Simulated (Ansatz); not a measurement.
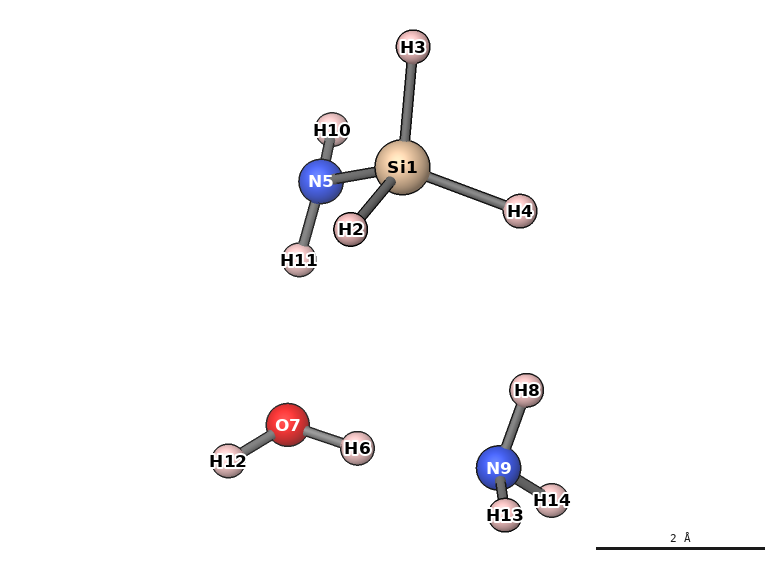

The computed structure is the end point of a PBE0-D4/def2-TZVP optimisation.

Which hydrogen bonds does the structure hold? Count O, N, F, S and Cl donors.

```json
{"D–H···A": "O7–H6···N9", "D–H (Å)": "0.98", "H···A (Å)": "1.86", "angle (°)": "170", "kind": "intermolecular"}
{"D–H···A": "N5–H11···O7", "D–H (Å)": "1.02", "H···A (Å)": "1.99", "angle (°)": "164", "kind": "intermolecular"}
```
